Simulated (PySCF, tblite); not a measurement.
**C7H9N3Si: geometry, infrared bands and NMR shifts**

What infrared bands and NMR shifts should C7H9N3Si (`Cn1nnc2ccc([SiH3])cc21`) show?

The runs use tblite 0.8.0 and PySCF 2.14.0, with density-fitted response routines of our own; the level of theory stands in each step. All values are computed, except where a source is named. Atoms count from 0, in the outputs and in this text.

**1. Starting geometry**

20 atoms, charge 0, multiplicity 1; geometry from: force field or distance geometry start.

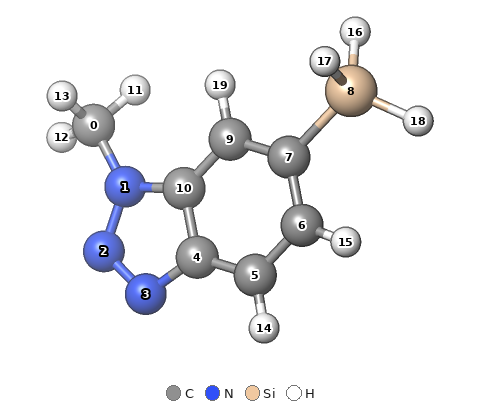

As it starts; carbon grey, nitrogen blue, silicon light orange, hydrogen white, atoms numbered; sticks join atoms by distance.

**2. Geometry optimisation with GFN2-xTB**

The job: settings as JSON, then the geometry in Å.

```
{"job": {"kind": "relax", "xc": "GFN2-xTB", "basis": "xTB"}, "charge": 0, "multiplicity": 1}
C     -2.986700     0.920200    -0.128000
N     -2.220500    -0.286400    -0.021200
N     -2.640000    -1.529900     0.093300
N     -1.659000    -2.380000     0.169300
C     -0.513400    -1.692300     0.140000
C      0.813500    -2.072200     0.180700
C      1.833500    -1.130000     0.111600
C      1.477900     0.199400    -0.000300
Si     2.833100     1.451100    -0.094700
C      0.128900     0.578300    -0.051300
C     -0.879900    -0.352500     0.009800
H     -2.460100     1.609100    -0.819600
H     -3.983900     0.723400    -0.595600
H     -3.117800     1.464600     0.832700
H      1.063700    -3.101500     0.278800
H      2.848900    -1.476700     0.171000
H      2.449900     2.620300    -0.901400
H      3.063700     1.977300     1.278200
H      4.087700     0.851400    -0.511300
H     -0.144600     1.637200    -0.144900
```

Command:

```console
$ OMP_NUM_THREADS=1 python probes_run.py task.json out
```

The driver reads the jobs from task.json and runs them one after another.

The program printed:

```text
step      E/eV     max force
  0    -817.40105    2.287
  1    -817.62119    1.264
  2    -817.68417    0.778
  3    -817.73397    0.570
  4    -817.77216    0.396
  5    -817.78485    0.264
  6    -817.79552    0.225
  7    -817.80085    0.194
  8    -817.80422    0.149
  9    -817.80702    0.126
 10    -817.80970    0.115
 11    -817.81150    0.110
 12    -817.81268    0.089
 13    -817.81377    0.099
 14    -817.81528    0.122
 15    -817.81715    0.123
 16    -817.81898    0.114
 17    -817.82051    0.088
 18    -817.82181    0.083
 19    -817.82288    0.096
 20    -817.82370    0.067
 21    -817.82432    0.056
 22    -817.82486    0.064
 23    -817.82537    0.064
 24    -817.82575    0.039
 25    -817.82601    0.033
 26    -817.82623    0.048
 27    -817.82648    0.057
 28    -817.82674    0.040
 29    -817.82697    0.039
 30    -817.82718    0.036
 31    -817.82741    0.056
 32    -817.82768    0.055
 33    -817.82794    0.033
 34    -817.82818    0.034
 35    -817.82840    0.039
 36    -817.82860    0.037
 37    -817.82880    0.032
 38    -817.82901    0.036
 39    -817.82926    0.043
 40    -817.82954    0.049
 41    -817.82977    0.031
 42    -817.82994    0.030
 43    -817.83008    0.032
 44    -817.83021    0.041
 45    -817.83032    0.029
 46    -817.83039    0.024
 47    -817.83046    0.020
 48    -817.83053    0.035
 49    -817.83063    0.041
 50    -817.83073    0.027
 51    -817.83081    0.025
 52    -817.83088    0.025
 53    -817.83097    0.029
 54    -817.83107    0.027
 55    -817.83122    0.033
 56    -817.83143    0.032
 57    -817.83169    0.048
 58    -817.83199    0.056
 59    -817.83229    0.045
 60    -817.83257    0.037
 61    -817.83282    0.041
 62    -817.83309    0.062
 63    -817.83339    0.070
 64    -817.83379    0.045
 65    -817.83442    0.041
 66    -817.83469    0.042
 67    -817.83500    0.047
 68    -817.83513    0.047
 69    -817.83532    0.034
 70    -817.83550    0.038
 71    -817.83571    0.026
 72    -817.83580    0.022
 73    -817.83588    0.014
 74    -817.83592    0.015
 75    -817.83595    0.014
 76    -817.83597    0.012
 77    -817.83601    0.011
 78    -817.83604    0.011
 79    -817.83606    0.012
 80    -817.83608    0.010
 81    -817.83612    0.013
 82    -817.83615    0.014
 83    -817.83619    0.012
 84    -817.83622    0.011
 85    -817.83623    0.010
```

Wall time 0.62 s (1 thread of Arm Neoverse V2, shared host).

Along the way: (not every step is listed)

```csv
step,energy from step 0 (eV),largest force (eV/Å)
0,0.0000,2.2869
1,-0.2201,1.2635
2,-0.2831,0.7784
3,-0.3329,0.5701
4,-0.3711,0.3958
5,-0.3838,0.2644
6,-0.3945,0.2249
7,-0.3998,0.1939
8,-0.4032,0.1489
15,-0.4161,0.1230
22,-0.4238,0.0640
29,-0.4259,0.0395
36,-0.4275,0.0370
43,-0.4290,0.0320
50,-0.4297,0.0273
57,-0.4306,0.0482
64,-0.4327,0.0451
71,-0.4347,0.0255
78,-0.4350,0.0110
80,-0.4350,0.0105
81,-0.4351,0.0135
82,-0.4351,0.0140
83,-0.4351,0.0122
84,-0.4352,0.0114
85,-0.4352,0.0100
```

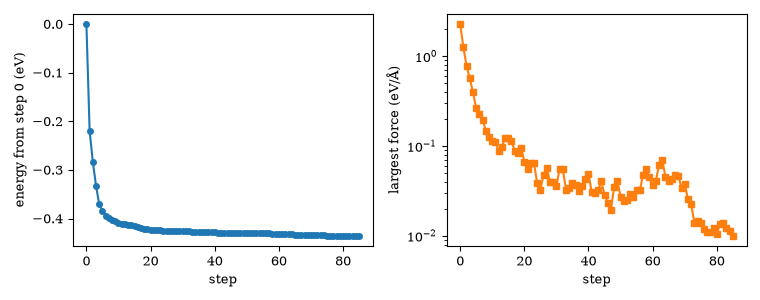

Energy and force, step by step.

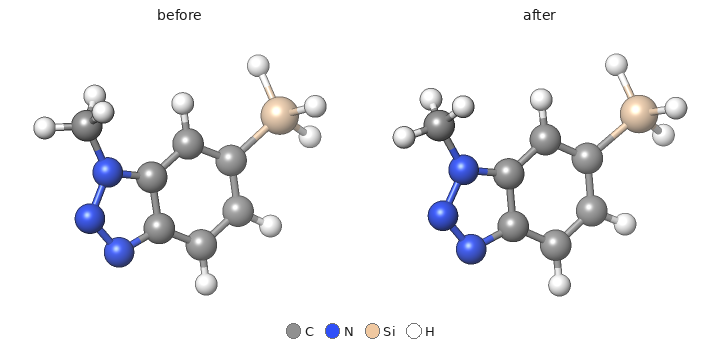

The geometry before (left) and after (right).

Distances of close pairs at the start and the end, largest changes first:

```csv
bond,before (Å),after (Å),change (Å)
C7–Si8,1.847,1.888,+0.041
N2–N3,1.300,1.268,-0.032
C0–H12,1.119,1.088,-0.031
C6–C7,1.381,1.411,+0.030
N3–C4,1.336,1.363,+0.026
Si8–H17,1.488,1.466,-0.022
C4–C10,1.395,1.417,+0.022
N1–N2,1.317,1.338,+0.020
```

The final coordinates are the input of the step that follows.

**3. Infrared spectrum with GFN2-xTB**

The job: settings as JSON, then the geometry in Å.

```
{"job": {"kind": "ir", "xc": "GFN2-xTB", "basis": "xTB"}, "charge": 0, "multiplicity": 1}
C     -3.039267     0.886101    -0.167417
N     -2.177181    -0.250069    -0.058021
N     -2.659072    -1.495986     0.013526
N     -1.717415    -2.339898     0.107024
C     -0.528310    -1.674351     0.103061
C      0.795316    -2.107333     0.185278
C      1.772457    -1.143597     0.148519
C      1.496380     0.234706     0.027764
Si     2.910988     1.485279    -0.007961
C      0.185834     0.668013    -0.049403
C     -0.816366    -0.291224    -0.008152
H     -2.846160     1.423454    -1.098206
H     -4.065303     0.523809    -0.162314
H     -2.886353     1.564815     0.674396
H      1.025317    -3.156994     0.272384
H      2.807954    -1.447152     0.210191
H      2.496211     2.636728    -0.813557
H      3.199370     1.923527     1.360717
H      4.091008     0.853057    -0.597392
H     -0.050556     1.717794    -0.143474
```

The program printed:

```text
mode    cm-1     km/mol
  1     -13.0      0.07
  2      88.8      1.16
  3     105.6      1.17
  4     139.4      1.30
  5     152.3      1.03
  6     248.8      2.02
  7     251.3      2.89
  8     295.7      0.72
  9     351.7     11.61
 10     394.9      0.07
 11     463.2      1.58
 12     513.8     43.04
 13     540.3     27.23
 14     557.8     29.77
 15     604.4     51.90
 16     641.0      0.09
 17     649.5      0.48
 18     727.6      0.69
 19     774.4    188.03
 20     777.4    148.94
 21     784.2    162.76
 22     799.8    380.43
 23     808.5     16.82
 24     825.3      0.00
 25     866.2      0.04
 26     916.8      0.16
 27     927.5     13.10
 28    1019.7     50.13
 29    1080.8      7.41
 30    1103.3      0.01
 31    1138.5     16.09
 32    1166.8     21.31
 33    1227.2     16.11
 34    1251.9     40.63
 35    1285.7     12.71
 36    1325.3     63.02
 37    1363.4     58.39
 38    1379.9      7.32
 39    1394.0      4.90
 40    1444.6     37.23
 41    1452.0     12.51
 42    1467.4      0.43
 43    1485.7     20.17
 44    1564.4      1.22
 45    1611.4      9.79
 46    2244.3    389.99
 47    2249.8    219.45
 48    2270.7    286.01
 49    2977.3     16.76
 50    2991.4     20.58
 51    3047.4      4.28
 52    3070.3     44.25
 53    3071.8     22.14
 54    3106.3     28.73
```

Run time: 0.79 s. Hardware: 1 thread of Arm Neoverse V2, shared host.

The strongest bands and the atoms that carry them (share of the mass-weighted mode):

```csv
cm⁻¹,km/mol,atoms
774,188.0,"H18 27 %, H17 24 %"
777,148.9,"H18 47 %, H16 29 %"
784,162.8,"H17 49 %, H16 42 %"
800,380.4,"H16 19 %, H18 17 %, H17 15 %"
1325,63.0,"C7 23 %, C4 16 %, N1 13 %, N3 11 %"
2244,390.0,"H17 84 %, H16 12 %"
2250,219.4,"H16 85 %, H17 13 %"
2271,286.0,H18 97 %
```

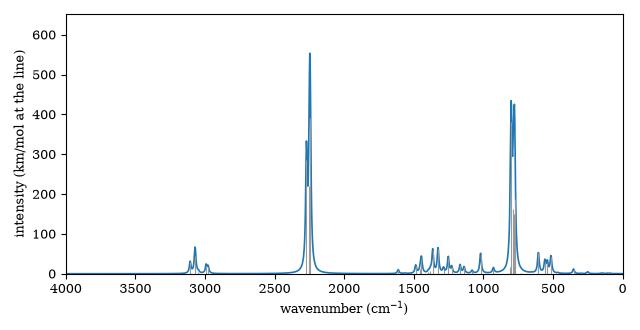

The infrared spectrum from these modes, unscaled. Lines are broadened to a width of 14 cm⁻¹ (Lorentzian).

**4. Shielding tensors: PBE0/pcSseg-1**

The job, as its differences from that of step 3:

```diff
@@ -1,2 +1,2 @@
-{"job": {"kind": "ir", "xc": "GFN2-xTB", "basis": "xTB"}, "charge": 0, "multiplicity": 1}
+{"job": {"kind": "nmr", "xc": "PBE0", "basis": "pcSseg-1"}, "charge": 0, "multiplicity": 1}
 C     -3.039267     0.886101    -0.167417
```

With the program's defaults for keys left out, this is: GIAO PBE0/pcSseg-1 NMR shielding, non-relativistic, gas phase.

The program printed:

```text
coarse grid: 17992 points
cycle   1  E = -725.0573116594  dE =  2.166e+00  |g| = 5.215e-01  |ddm| = 4.608e+00
cycle   2  E = -724.9241116891  dE =  1.332e-01  |g| = 9.301e-01  |ddm| = 1.434e+00
cycle   3  E = -725.1188454523  dE = -1.947e-01  |g| = 1.397e-01  |ddm| = 9.339e-01
cycle   4  E = -725.1223447902  dE = -3.499e-03  |g| = 6.400e-02  |ddm| = 1.627e-01
cycle   5  E = -725.1231583849  dE = -8.136e-04  |g| = 2.164e-02  |ddm| = 8.291e-02
cycle   6  E = -725.1232802193  dE = -1.218e-04  |g| = 6.903e-03  |ddm| = 3.251e-02
cycle   7  E = -725.1232912994  dE = -1.108e-05  |g| = 2.202e-03  |ddm| = 7.689e-03
cycle   8  E = -725.1232923814  dE = -1.082e-06  |g| = 3.600e-04  |ddm| = 2.036e-03
final grid: 171712 points
cycle   9  E = -725.1827058529  dE = -4.923e-05  |g| = 6.609e-03  |ddm| = 5.995e-02
cycle  10  E = -725.1827061743  dE = -3.214e-07  |g| = 6.574e-03  |ddm| = 1.561e-02
cycle  11  E = -725.1827171660  dE = -1.099e-05  |g| = 1.247e-03  |ddm| = 7.832e-03
cycle  12  E = -725.1827175208  dE = -3.548e-07  |g| = 3.087e-04  |ddm| = 1.558e-03
cycle  13  E = -725.1827175423  dE = -2.144e-08  |g| = 9.605e-05  |ddm| = 4.013e-04
cycle  14  E = -725.1827175438  dE = -1.509e-09  |g| = 5.656e-05  |ddm| = 1.397e-04
cycle  15  E = -725.1827175446  dE = -7.667e-10  |g| = 9.981e-06  |ddm| = 5.960e-05
converged SCF energy = -725.1827175446

GIAO shielding tensors (ppm)
atom      isotropic    diamagn.    paramagn.     s11        s22        s33       span
  0 C      152.351     245.744     -93.393    132.919    137.728    186.406     53.487
  1 N       30.478     339.247    -308.769   -119.020     95.444    115.010    234.030
  2 N     -153.893     309.911    -463.804   -406.307   -142.300     86.926    493.233
  3 N     -106.220     330.729    -436.949   -349.869   -154.847    186.055    535.924
  4 C       34.432     256.384    -221.952    -17.038     -6.655    126.989    144.028
  5 C       61.102     253.260    -192.158    -30.732     40.302    173.736    204.468
  6 C       52.539     254.150    -201.611    -57.614     44.575    170.658    228.272
  7 C       54.623     259.789    -205.165    -41.329     13.327    191.872    233.202
  8 Si     415.516     881.000    -465.484    364.161    419.400    462.988     98.827
  9 C       66.675     255.847    -189.172    -27.294     54.359    172.960    200.254
 10 C       46.455     256.924    -210.469    -22.053      6.212    155.207    177.260
 11 H       27.584      29.687      -2.104     22.823     26.133     33.794     10.971
 12 H       26.620      28.162      -1.543     21.402     26.291     32.166     10.763
 13 H       27.591      29.734      -2.143     22.766     26.215     33.793     11.027
 14 H       23.256      29.582      -6.326     18.817     24.469     26.480      7.663
 15 H       23.835      31.710      -7.875     18.744     24.169     28.593      9.849
 16 H       27.035      28.910      -1.875     22.720     26.606     31.778      9.058
 17 H       26.840      28.495      -1.656     24.042     24.387     32.090      8.048
 18 H       27.008      28.714      -1.706     22.794     26.121     32.108      9.314
 19 H       23.703      34.813     -11.110     17.585     23.640     29.884     12.299
```

Wall time 60 s (1 thread of Arm Neoverse V2, shared host); peak memory 1.1 GiB.

The references, computed at this level on geometries of the same kind, shield at (ppm): 1H TMS 31.72, 13C TMS 186.9, 29Si TMS 349.2, 15N NH3 267.7. Their shielding less the atom's gives the shift. The references are single molecules in the gas phase, so shifts against H2O, NH3, PH3, H3PO4 or CFCl3 are not on the usual liquid scales and can be off by tens of ppm. Atoms listed in one row are averaged.

```csv
atoms,environment,σ (ppm),δ (ppm),δ scaled to CDCl3
C4,ring-fusion aromatic carbon,34.4,152.5,146.9
C10,ring-fusion aromatic carbon,46.5,140.5,135.2
C6,aromatic CH,52.5,134.4,129.2
C7,substituted aromatic carbon,54.6,132.3,127.2
C5,aromatic CH,61.1,125.8,120.9
C9,aromatic CH,66.7,120.2,115.4
C0,methyl carbon bonded to N,152.4,34.6,31.8
H14,hydrogen on an aromatic CH,23.26,8.46,8.08
H19,hydrogen on an aromatic CH,23.70,8.01,7.66
H15,hydrogen on an aromatic CH,23.84,7.88,7.54
"H16, H17, H18",hydrogen on a silicon bonded to C,26.96,4.76,–
"H11, H12, H13",hydrogen on a methyl carbon bonded to N,27.26,4.45,4.30
N2,pyridine-type nitrogen of an azole,-153.9,421.6,–
N3,pyridine-type nitrogen of an azole,-106.2,373.9,–
N1,pyrrole-type ring nitrogen,30.5,237.3,–
Si8,"silicon bonded to C, 3 H",415.5,-66.4,–
```

The scaled column applies a straight-line fit of computed shieldings to shifts measured in CDCl3 (root-mean-square error 0.16 ppm for H, 1.9 ppm for C).

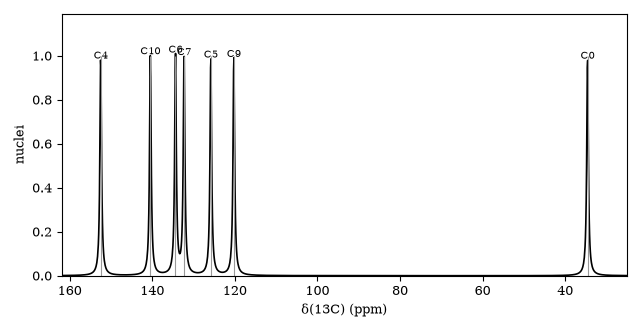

13C lines at the computed shifts, without couplings. Lines are broadened to a width of 0.47 ppm (Lorentzian).

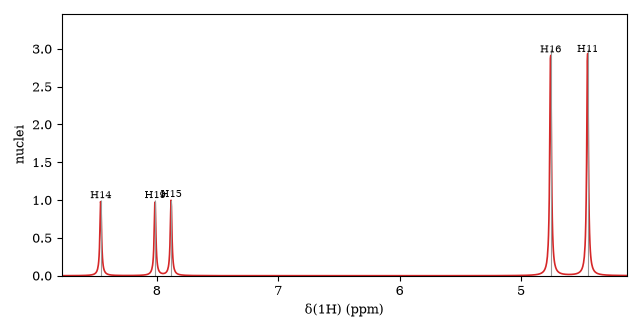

1H lines at the computed shifts, without couplings. Lines are broadened to a width of 0.02 ppm (Lorentzian).

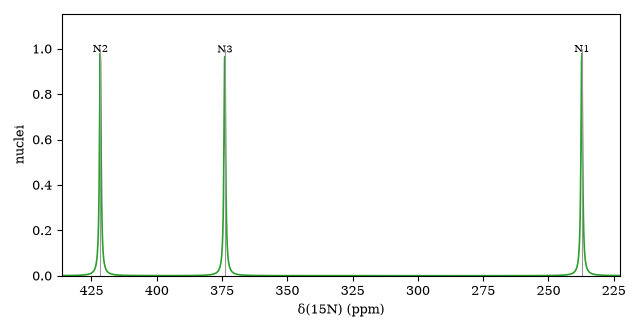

15N lines at the computed shifts, without couplings. Lines are broadened to a width of 0.74 ppm (Lorentzian).

The run also stored atomic charges by several schemes (e):

```csv
atoms,Mulliken,IAO,Hirshfeld,ESP fit
C0,-0.04,-0.32,-0.05,-0.36
N1,-0.61,0.01,0.03,0.39
N2,0.02,-0.08,-0.06,-0.24
N3,-0.28,-0.19,-0.14,-0.42
C4,0.00,0.06,0.01,0.62
C5,0.00,-0.15,-0.04,-0.51
C6,-0.06,-0.16,-0.05,-0.03
C7,-0.36,-0.27,-0.09,-0.12
Si8,0.57,0.61,0.31,0.38
C9,0.02,-0.18,-0.06,-0.30
C10,0.34,0.04,0.02,-0.10
```

ESP fit charges:

C0 -0.36; N1 0.39; N2 -0.24; N3 -0.42; C4 0.62; C5 -0.51; C6 -0.03; C7 -0.12; Si8 0.38; C9 -0.30; C10 -0.10; H11 0.14; H12 0.13; H13 0.14; H14 0.23; H15 0.14; H16 -0.09; H17 -0.09; H18 -0.09; H19 0.19

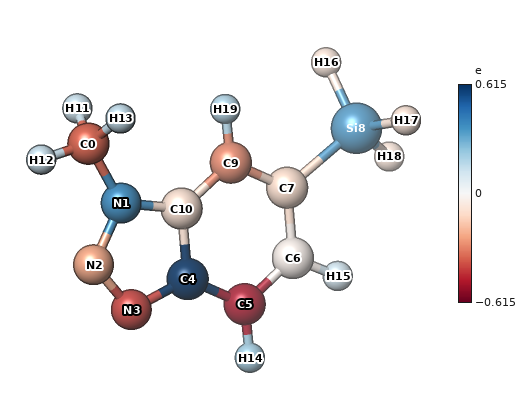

ESP fit charges, as colours on the atoms.

Mayer bond orders: C0–N1 0.93, N1–N2 1.18, N2–N3 1.54, N3–C4 1.26, C4–C5 1.34, C5–C6 1.52, C6–C7 1.35, C7–Si8 0.87, C7–C9 1.49, C9–C10 1.35, C10–N1 0.90, C10–C4 1.17.

Ring of atoms N1, N2, N3, C4, C10: NICS(0) -13.0, NICS(1) -13.7, NICS(1)zz -33.7 ppm (means of both faces).

Ring of atoms C4, C5, C6, C7, C9, C10: NICS(0) -9.8, NICS(1) -12.0, NICS(1)zz -29.6 ppm (means of both faces).

**5. What came out**

| quantity | value |
| --- | --- |
| strongest single infrared mode (GFN2-xTB) | 2244 cm⁻¹, 390 km/mol |
| zero-point energy (GFN2-xTB) | 90.1 kcal/mol |
| 13C shifts against TMS (PBE0/pcSseg-1) | 152.5, 140.5, 134.4, 132.3, 125.8, 120.2, 34.6 ppm |
| 1H shifts against TMS (PBE0/pcSseg-1, means over atoms taken as alike) | 8.46, 8.01, 7.88, 4.76, 4.45 ppm |
| 15N shifts against NH3 (PBE0/pcSseg-1) | 421.6, 373.9, 237.3 ppm |
| 29Si shifts against TMS (PBE0/pcSseg-1) | -66.4 ppm |

In words: Over 85 steps the energy fell by 0.435 eV; of the close pairs, C7–Si8 changed most, 1.847 to 1.888 Å. The lowest mode is slightly imaginary (13i cm⁻¹), a soft motion within the noise of the Hessian, so the minimum is not strictly shown. The strongest single mode, at 2244 cm⁻¹, moves mainly H17. Unscaled tight-binding wavenumbers are off by several per cent, some by more. Its intensities can rank the bands wrongly. At PBE0/pcSseg-1: The widest tensor belongs to N3: span 536 ppm, with a paramagnetic part of -437 ppm. NICS(1)zz of -34 ppm above the planar ring from N1 marks a diatropic (aromatic) ring current. NICS(1)zz of -30 ppm above the planar ring from C4 marks a diatropic (aromatic) ring current.
